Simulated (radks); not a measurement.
# Co with its nuclear charge varied continuously

What is the energy between the elements? 27 electrons are held in [Ar] 3d7 4s2 while Z is changed in small steps.

The numbers are computed with radks (a radial shooting solver on a logarithmic mesh, Libxc functionals) version 1 (Dirac Kohn-Sham, PBE, spin-unpolarised, spherical densities, point nucleus; open shells fill j = l - 1/2 first), except any that are marked as measured or tabulated.

## 1. Starting point

```
element       : cobalt (Z = 27)
charge        : 0
electrons     : 27
configuration : [Ar] 3d7 4s2
```

In the logs a row gives level, spin channel, occupation and eigenvalue; Etot, Ekin, Encl (electron-nucleus), Eh (Hartree) and Exc are energies, all in hartree; err is the last residual, it the number of iterations.

## 2. Z = 27

Input:

```text
Z 27
configuration [Ar] 3d7 4s2
relativity Dirac
functional pbe,pbe
spin unpolarised
j_filling energy
nucleus point
c 137.035999084
```

Output:

```text
1s1/2   1   2.0000        -278.97429311
2s1/2   1   2.0000         -33.02480008
2p1/2   1   2.0000         -28.64725804
2p3/2   1   4.0000         -28.10253322
3s1/2   1   2.0000          -3.76117202
3p1/2   1   2.0000          -2.45605106
3p3/2   1   4.0000          -2.38795927
3d3/2   1   4.0000          -0.30481553
3d5/2   1   3.0000          -0.29775842
4s1/2   1   2.0000          -0.20092524
Etot -1393.1874131151503
Ekin 1414.1327523414311
Encl -3340.642308678435
Eh 592.6785142783431
Exc -59.35637105648977
err 5.381143199634461e-09
it 14
```

The top filled level is 4s1/2, -5.467 eV.

Sizes of the orbitals, from the radial functions (bohr):

```csv
level,occupation,energy (eV),<r>,outermost maximum (interpolated),90 % within,nodes
2p1/2,2,-779.53,0.2228,0.170,0.365,0
2p3/2,4,-764.71,0.2259,0.173,0.370,0
3s1/2,2,-102.35,0.7736,0.669,1.16,2
3p1/2,2,-66.833,0.8096,0.673,1.25,1
3p3/2,4,-64.980,0.8193,0.681,1.26,1
3d3/2,4,-8.294,1.068,0.667,1.89,0
3d5/2,3,-8.102,1.075,0.669,1.90,0
4s1/2,2,-5.467,2.894,2.32,4.45,3
```

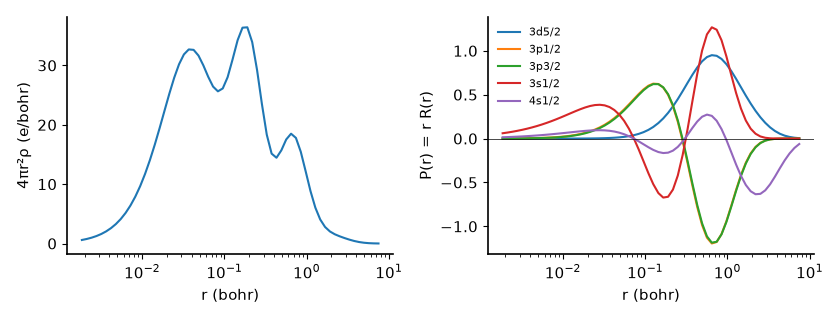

Left: shells in the radial density. Right: radial functions of the outer levels.

## 3. Z = 26.8

Input: that of step 2 with these lines changed.

```diff
@@ -1,2 +1,2 @@
-Z 27
+Z 26.8
 configuration [Ar] 3d7 4s2
```

Output:

```text
1s1/2   1   2.0000        -274.44075349
2s1/2   1   2.0000         -32.33299705
2p1/2   1   2.0000         -28.00174741
2p3/2   1   4.0000         -27.47510023
3s1/2   1   2.0000          -3.60375824
3p1/2   1   2.0000          -2.31876892
3p3/2   1   4.0000          -2.25327814
3d3/2   1   4.0000          -0.21116331
3d5/2   1   3.0000          -0.20457019
4s1/2   1   2.0000          -0.14356412
Etot -1368.5656927208556
Ekin 1388.8198222358526
Encl -3282.7109364266653
Eh 583.9955747362296
Exc -58.67015326627262
err 3.8180172947178335e-09
it 16
```

E − E(step 2, Z = 27) = +669.991 eV. Highest occupied level: 4s1/2 at -3.907 eV.

## 4. Z = 26.9

Input: that of step 3 with these lines changed.

```diff
@@ -1,2 +1,2 @@
-Z 26.8
+Z 26.9
 configuration [Ar] 3d7 4s2
```

Output:

```text
1s1/2   1   2.0000        -276.70178525
2s1/2   1   2.0000         -32.67704016
2p1/2   1   2.0000         -28.32266301
2p3/2   1   4.0000         -27.78703445
3s1/2   1   2.0000          -3.68131691
3p1/2   1   2.0000          -2.38628794
3p3/2   1   4.0000          -2.31950871
3d3/2   1   4.0000          -0.25693596
3d5/2   1   3.0000          -0.25011331
4s1/2   1   2.0000          -0.17165980
Etot -1380.8455962812463
Ekin 1401.4430806669031
Encl -3311.6247327045367
Eh 588.3497405164695
Exc -59.01368476008241
err 3.6350692965021854e-09
it 15
```

Energy against step 2 (Z = 27): +335.838 eV. Highest occupied level: 4s1/2 at -4.671 eV.

## 5. Z = 27.1

Input: that of step 4 with these lines changed.

```diff
@@ -1,2 +1,2 @@
-Z 26.9
+Z 27.1
 configuration [Ar] 3d7 4s2
```

Output:

```text
1s1/2   1   2.0000        -281.25820643
2s1/2   1   2.0000         -33.37620056
2p1/2   1   2.0000         -28.97545665
2p3/2   1   4.0000         -28.42151963
3s1/2   1   2.0000          -3.84323840
3p1/2   1   2.0000          -2.52797412
3p3/2   1   4.0000          -2.45854537
3d3/2   1   4.0000          -0.35472796
3d5/2   1   3.0000          -0.34743143
4s1/2   1   2.0000          -0.23131836
Etot -1405.5910725338463
Ekin 1426.8887986532004
Encl -3369.7654756144075
Eh 596.9838763424443
Exc -59.69827191508344
err 4.511334396989209e-09
it 14
```

Energy against step 2 (Z = 27): -337.521 eV. 4s1/2 is the highest filled level (-6.294 eV).

## 6. Z = 27.2

Input: that of step 5 with these lines changed.

```diff
@@ -1,2 +1,2 @@
-Z 27.1
+Z 27.2
 configuration [Ar] 3d7 4s2
```

Output:

```text
1s1/2   1   2.0000        -283.55346377
2s1/2   1   2.0000         -33.73117453
2p1/2   1   2.0000         -29.30719215
2p3/2   1   4.0000         -28.74392595
3s1/2   1   2.0000          -3.92744087
3p1/2   1   2.0000          -2.60198300
3p3/2   1   4.0000          -2.53119260
3d3/2   1   4.0000          -0.40660824
3d5/2   1   3.0000          -0.39906726
4s1/2   1   2.0000          -0.26280280
Etot -1418.0565108811277
Ekin 1439.7111891857248
Encl -3398.9958249972283
Eh 601.2675656124225
Exc -60.03944068204664
err 2.2687567389891682e-09
it 14
```

E − E(step 2, Z = 27) = -676.723 eV. Highest occupied level: 4s1/2 at -7.151 eV.

## 7. Z = 27.3

Input: that of step 6 with these lines changed.

```diff
@@ -1,2 +1,2 @@
-Z 27.2
+Z 27.3
 configuration [Ar] 3d7 4s2
```

Output:

```text
1s1/2   1   2.0000        -285.86001118
2s1/2   1   2.0000         -34.08966236
2p1/2   1   2.0000         -29.64240530
2p3/2   1   4.0000         -29.06969188
3s1/2   1   2.0000          -4.01371241
3p1/2   1   2.0000          -2.67801179
3p3/2   1   4.0000          -2.60583477
3d3/2   1   4.0000          -0.46039862
3d5/2   1   3.0000          -0.45260813
4s1/2   1   2.0000          -0.29534672
Etot -1430.583670706306
Ekin 1452.5999006759118
Encl -3428.3347713582075
Eh 605.5311254861988
Exc -60.37992551020923
err 2.0234007936087486e-09
it 14
```

Energy against step 2 (Z = 27): -1017.6 eV. 4s1/2 is the highest filled level (-8.037 eV).

## 8. Z = 27.4

Input: that of step 7 with these lines changed.

```diff
@@ -1,2 +1,2 @@
-Z 27.3
+Z 27.4
 configuration [Ar] 3d7 4s2
```

Output:

```text
1s1/2   1   2.0000        -288.17780094
2s1/2   1   2.0000         -34.45161061
2p1/2   1   2.0000         -29.98104303
2p3/2   1   4.0000         -29.39876328
3s1/2   1   2.0000          -4.10199284
3p1/2   1   2.0000          -2.75600138
3p3/2   1   4.0000          -2.68241250
3d3/2   1   4.0000          -0.51604742
3d5/2   1   3.0000          -0.50800229
4s1/2   1   2.0000          -0.32892194
Etot -1443.172500085831
Ekin 1465.5549161425392
Encl -3457.783583210931
Eh 609.775937200066
Exc -60.7197702175054
err 1.2524495202618915e-09
it 15
```

E − E(step 2, Z = 27) = -1360.2 eV. Highest occupied level: 4s1/2 at -8.950 eV.

## 9. Z = 27.5

Input: that of step 8 with these lines changed.

```diff
@@ -1,2 +1,2 @@
-Z 27.4
+Z 27.5
 configuration [Ar] 3d7 4s2
```

Output:

```text
1s1/2   1   2.0000        -290.50679056
2s1/2   1   2.0000         -34.81697105
2p1/2   1   2.0000         -30.32305749
2p3/2   1   4.0000         -29.73109125
3s1/2   1   2.0000          -4.19222778
3p1/2   1   2.0000          -2.83589853
3p3/2   1   4.0000          -2.76087229
3d3/2   1   4.0000          -0.57350806
3d5/2   1   3.0000          -0.56520312
4s1/2   1   2.0000          -0.36350338
Etot -1455.8229520554432
Ekin 1478.5762242533806
Encl -3487.3434064217718
Eh 614.0032450355247
Exc -61.05901492257681
err 1.1335857654554337e-09
it 15
```

Energy against step 2 (Z = 27): -1704.4 eV. The top filled level is 4s1/2, -9.891 eV.

## 10. Z = 27.6

Input: that of step 9 with these lines changed.

```diff
@@ -1,2 +1,2 @@
-Z 27.5
+Z 27.6
 configuration [Ar] 3d7 4s2
```

Output:

```text
1s1/2   1   2.0000        -292.84694205
2s1/2   1   2.0000         -35.18569997
2p1/2   1   2.0000         -30.66840533
2p3/2   1   4.0000         -30.06663136
3s1/2   1   2.0000          -4.28436787
3p1/2   1   2.0000          -2.91765499
3p3/2   1   4.0000          -2.84116561
3d3/2   1   4.0000          -0.63273832
3d5/2   1   3.0000          -0.62416833
4s1/2   1   2.0000          -0.39906852
Etot -1468.5349841271707
Ekin 1491.6638187939088
Encl -3517.0152823355056
Eh 618.2141759473377
Exc -61.39769653291157
err 1.3041618268708095e-09
it 15
```

Energy against step 2 (Z = 27): -2050.3 eV. Highest occupied level: 4s1/2 at -10.859 eV.

## 11. Z = 27.7

Input: that of step 10 with these lines changed.

```diff
@@ -1,2 +1,2 @@
-Z 27.6
+Z 27.7
 configuration [Ar] 3d7 4s2
```

Output:

```text
1s1/2   1   2.0000        -295.19822134
2s1/2   1   2.0000         -35.55775757
2p1/2   1   2.0000         -31.01704712
2p3/2   1   4.0000         -30.40534309
3s1/2   1   2.0000          -4.37836813
3p1/2   1   2.0000          -3.00122686
3p3/2   1   4.0000          -2.92324833
3d3/2   1   4.0000          -0.69369978
3d5/2   1   3.0000          -0.68485943
4s1/2   1   2.0000          -0.43559704
Etot -1481.30855787325
Ekin 1504.8176981530985
Encl -3546.800162030545
Eh 622.4097551302866
Exc -61.73584912609012
err 2.057593274933683e-09
it 14
```

Energy against step 2 (Z = 27): -2397.9 eV. The top filled level is 4s1/2, -11.853 eV.

## 12. Z = 27.8

Input: that of step 11 with these lines changed.

```diff
@@ -1,2 +1,2 @@
-Z 27.7
+Z 27.8
 configuration [Ar] 3d7 4s2
```

Output:

```text
1s1/2   1   2.0000        -297.56059775
2s1/2   1   2.0000         -35.93310750
2p1/2   1   2.0000         -31.36894683
2p3/2   1   4.0000         -30.74718934
3s1/2   1   2.0000          -4.47418740
3p1/2   1   2.0000          -3.08657410
3p3/2   1   4.0000          -3.00708015
3d3/2   1   4.0000          -0.75635733
3d5/2   1   3.0000          -0.74724127
4s1/2   1   2.0000          -0.47307048
Etot -1494.1436385640104
Ekin 1518.0378649688787
Encl -3576.698918013429
Eh 626.5909187432648
Exc -62.0735042627247
err 2.152037983322294e-09
it 14
```

Energy against step 2 (Z = 27): -2747.2 eV. Highest occupied level: 4s1/2 at -12.873 eV.

## 13. Z = 27.9

Input: that of step 12 with these lines changed.

```diff
@@ -1,2 +1,2 @@
-Z 27.8
+Z 27.9
 configuration [Ar] 3d7 4s2
```

Output:

```text
1s1/2   1   2.0000        -299.93404366
2s1/2   1   2.0000         -36.31171642
2p1/2   1   2.0000         -31.72407150
2p3/2   1   4.0000         -31.09213606
3s1/2   1   2.0000          -4.57178797
3p1/2   1   2.0000          -3.17366006
3p3/2   1   4.0000          -3.09262417
3d3/2   1   4.0000          -0.82067877
3d5/2   1   3.0000          -0.81128157
4s1/2   1   2.0000          -0.51147207
Etot -1507.0401948502256
Ekin 1531.3243257297086
Encl -3606.7123537066896
Eh 630.7585243689501
Exc -62.41069124219463
err 2.2478869181394405e-09
it 14
```

E − E(step 2, Z = 27) = -3098.1 eV. The top filled level is 4s1/2, -13.918 eV.

## 14. Z = 28

Input: that of step 13 with these lines changed.

```diff
@@ -1,2 +1,2 @@
-Z 27.9
+Z 28
 configuration [Ar] 3d7 4s2
```

Output:

```text
1s1/2   1   2.0000        -302.31853408
2s1/2   1   2.0000         -36.69355374
2p1/2   1   2.0000         -32.08239085
2p3/2   1   4.0000         -31.44015186
3s1/2   1   2.0000          -4.67113513
3p1/2   1   2.0000          -3.26245110
3p3/2   1   4.0000          -3.17984649
3d3/2   1   4.0000          -0.88663451
3d5/2   1   3.0000          -0.87695068
4s1/2   1   2.0000          -0.55078644
Etot -1519.9981984823967
Ekin 1544.6770904907776
Encl -3636.841211526785
Eh 634.9133598771441
Exc -62.747437323533276
err 2.2783134180788814e-09
it 14
```

E − E(step 2, Z = 27) = -3450.7 eV. Highest occupied level: 4s1/2 at -14.988 eV.

## 15. Summary of results

```csv
Z,E (hartree),E(electron-nucleus)/Z (hartree),highest level,its energy (eV),<r> (bohr)
26.8,-1368.56569,-122.489,4s1/2,-3.907,3.032
26.9,-1380.84560,-123.109,4s1/2,-4.671,2.961
27,-1393.18741,-123.727,4s1/2,-5.467,2.894
27.1,-1405.59107,-124.346,4s1/2,-6.294,2.832
27.2,-1418.05651,-124.963,4s1/2,-7.151,2.774
27.3,-1430.58367,-125.580,4s1/2,-8.037,2.720
27.4,-1443.17250,-126.196,4s1/2,-8.950,2.668
27.5,-1455.82295,-126.812,4s1/2,-9.891,2.620
27.6,-1468.53498,-127.428,4s1/2,-10.859,2.573
27.7,-1481.30856,-128.043,4s1/2,-11.853,2.529
27.8,-1494.14364,-128.658,4s1/2,-12.873,2.488
27.9,-1507.04019,-129.273,4s1/2,-13.918,2.448
28,-1519.99820,-129.887,4s1/2,-14.988,2.409
```

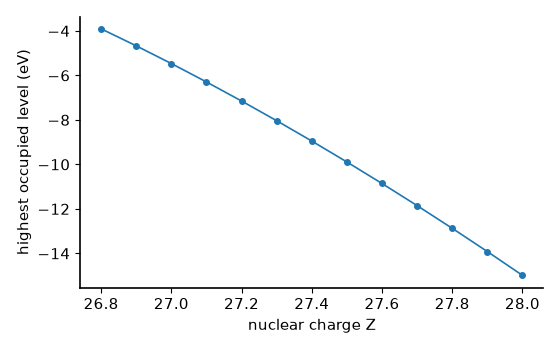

The highest occupied level against the nuclear charge.

**Reading.** At Z = 27 the central difference of E is -123.727 hartree, against -123.727 from the Hellmann-Feynman theorem. The top level goes from -3.907 eV at Z = 26.8 to -14.988 eV at Z = 28.
